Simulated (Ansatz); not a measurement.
**Al2Si2H6 (SMILES [SiH3][Al]1[AlH][SiH2]1): B3LYP/6-31G(d) (spherical functions)**

What is the energy change on altering one bond length of Al2Si2H6 at B3LYP/6-31G* (spherical functions)? 

The results are computed with Ansatz 0.2.0.

44 further runs of the same task are left out: 44 set aside as unsound or not needed. Runs told in other sessions of the task aren't counted.

## (1) The structure to begin with

Al2Si2H6 has 10 atoms, charge 0, and is taken as a singlet. As SMILES, `[SiH3][Al]1[AlH][SiH2]1`. The shape is that of a PBE0-D4/def2-TZVP optimisation.

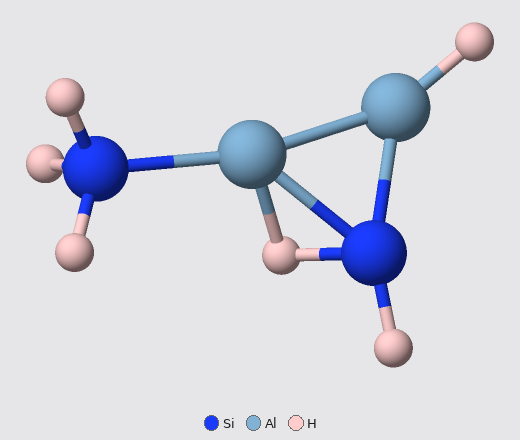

Viewed from a chosen angle; silicon blue, aluminium light blue, hydrogen pink.

## (2) A single-point energy at B3LYP/6-31G(d) (spherical functions)

Input file run.yaml:

```yaml
crystal:
  periodic: [false, false, false]
  atoms:
    - {symbol: Si, position_ang: [-1.426500, 1.264600, -1.412100]}
    - {symbol: Al, position_ang: [-0.140100, -0.429800, -0.177000]}
    - {symbol: Al, position_ang: [0.542000, -2.376000, 1.198900]}
    - {symbol: Si, position_ang: [1.875500, -0.449300, 1.195500]}
    - {symbol: H, position_ang: [-1.958600, 0.687200, -2.679200]}
    - {symbol: H, position_ang: [-2.589700, 1.742300, -0.611500]}
    - {symbol: H, position_ang: [-0.589800, 2.446700, -1.761500]}
    - {symbol: H, position_ang: [0.798300, -3.933700, 1.336500]}
    - {symbol: H, position_ang: [0.619900, 0.509800, 1.257200]}
    - {symbol: H, position_ang: [2.952200, 0.487100, 1.656400]}
basis:
  gaussian: {orbitals: 6-31G_st_-spherical.json}
accuracy: high
output: {orbitals: {seedname: orbitals}}
hamiltonian: {xc: {name: B3LYP}}
```

The basis set 6-31G* is read from a file made from the Basis Set Exchange's data (not shown).

On the command line:

```console
$ ansatz run run.yaml --threads 1 --pin off --max-ram 2610MiB --events-out events.jsonl --progress --plain --runs-dir runs
```

Standard output:

```text
Warning: RAYON_NUM_THREADS=1 ignored (pool sized by the plan → 1); use --threads N
Functional definition: B3LYP
  name "B3LYP"
  parameter a0 = 0.2
  parameter ax = 0.72
  parameter ac = 0.81
  exchange = (1 - a0 - ax)*slater_x + ax*b88_x + a0*exact_x
  correlation = (1 - ac)*vwn_rpa_c + ac*lyp_c
1829 factors; integrals over basis functions are off by at most 1.5e-8 eV
mean field evaluation 1: about -29043.8438 eV, gradient 1.8e1 eV
mean field evaluation 2: about -29043.7059 eV, gradient 1.8e1 eV
mean field evaluation 4: about -29045.3157 eV, gradient 1.2e0 eV
mean field evaluation 8: about -29045.4732 eV, gradient 8.6e-2 eV
mean field evaluation 16: about -29045.4733 eV, gradient 9.7e-6 eV
mean field -29045.47329212 eV, -1067.4014557564 hartree, gradient 6.2e-8 eV, S^2 0.000000; 0 other end points of the search recorded, 0 dependent functions left out
reference -29045.47334228 eV, -1067.4014575999 hartree; 30, 30 occupied and 54, 54 virtual orbitals, 1829 factors
Total energy: -29045.47334228 eV, -1067.4014575999 hartree
```

Wall time 4.2 s (1 thread of AMD EPYC 9R45 (Zen 5), shared host); peak memory 0.33 GiB.

## (3) The distorted shape

Input file job.yaml:

```yaml
crystal:
  periodic: [false, false, false]
  atoms:
    - {symbol: Si, position_ang: [-1.346670, 1.351226, -1.221999]}
    - {symbol: Al, position_ang: [-0.060270, -0.343174, 0.013101]}
    - {symbol: Al, position_ang: [0.621830, -2.289374, 1.389001]}
    - {symbol: Si, position_ang: [1.955330, -0.362674, 1.385601]}
    - {symbol: H, position_ang: [-1.958600, 0.687200, -2.679200]}
    - {symbol: H, position_ang: [-2.509870, 1.828926, -0.421399]}
    - {symbol: H, position_ang: [-0.509970, 2.533326, -1.571399]}
    - {symbol: H, position_ang: [0.878130, -3.847074, 1.526601]}
    - {symbol: H, position_ang: [0.699730, 0.596426, 1.447301]}
    - {symbol: H, position_ang: [3.032030, 0.573726, 1.846501]}
basis:
  gaussian:
    orbitals: 6-31G_st_-spherical.json
accuracy: high
output: {orbitals: {seedname: orbitals}}
hamiltonian:
  xc: {name: B3LYP}
```

The basis set 6-31G* is read from a file made from the Basis Set Exchange's data (not shown).

On the command line:

```console
$ ansatz run job.yaml --threads 1 --pin off --max-ram 2610MiB --events-out events.jsonl --progress --plain --runs-dir runs
```

Standard output:

```text
Warning: RAYON_NUM_THREADS=1 ignored (pool sized by the plan → 1); use --threads N
Functional definition: B3LYP
  name "B3LYP"
  parameter a0 = 0.2
  parameter ax = 0.72
  parameter ac = 0.81
  exchange = (1 - a0 - ax)*slater_x + ax*b88_x + a0*exact_x
  correlation = (1 - ac)*vwn_rpa_c + ac*lyp_c
1826 factors; integrals over basis functions are off by at most 1.1e-8 eV
mean field evaluation 1: about -29043.6002 eV, gradient 1.7e1 eV
mean field evaluation 2: about -29043.3763 eV, gradient 1.8e1 eV
mean field evaluation 4: about -29045.0057 eV, gradient 1.2e0 eV
mean field evaluation 8: about -29045.1560 eV, gradient 9.3e-2 eV
mean field evaluation 16: about -29045.1560 eV, gradient 1.1e-5 eV
mean field -29045.15604648 eV, -1067.3897971943 hartree, gradient 9.6e-8 eV, S^2 0.000000; 0 other end points of the search recorded, 0 dependent functions left out
reference -29045.15609675 eV, -1067.3897990416 hartree; 30, 30 occupied and 54, 54 virtual orbitals, 1826 factors
Total energy: -29045.15609675 eV, -1067.3897990416 hartree
```

It took 4.2 s on 1 thread of AMD EPYC 9R45 (Zen 5), shared host; peak memory 0.33 GiB.

## (4) What came out

At B3LYP/6-31G* (spherical functions):

```
                                                          quantity           value
                                         first shape: total energy  -1067.40146 Eh
                                          first shape: HOMO energy        -5.90 eV
                                          first shape: LUMO energy        -1.90 eV
                                        first shape: HOMO–LUMO gap         4.00 eV
                                     distorted shape: total energy  -1067.38980 Eh
                                      distorted shape: HOMO energy        -5.94 eV
                                      distorted shape: LUMO energy        -1.93 eV
                                    distorted shape: HOMO–LUMO gap         4.00 eV
energy change with the Si1–H5 bond stretched from 1.491 to 1.714 Å        0.317 eV
```

What this shows: With the Si1–H5 bond stretched from 1.491 to 1.714 Å the energy rises by 0.32 eV (7.3 kcal/mol). The first shape isn't relaxed at this level, so the change isn't measured from a minimum.
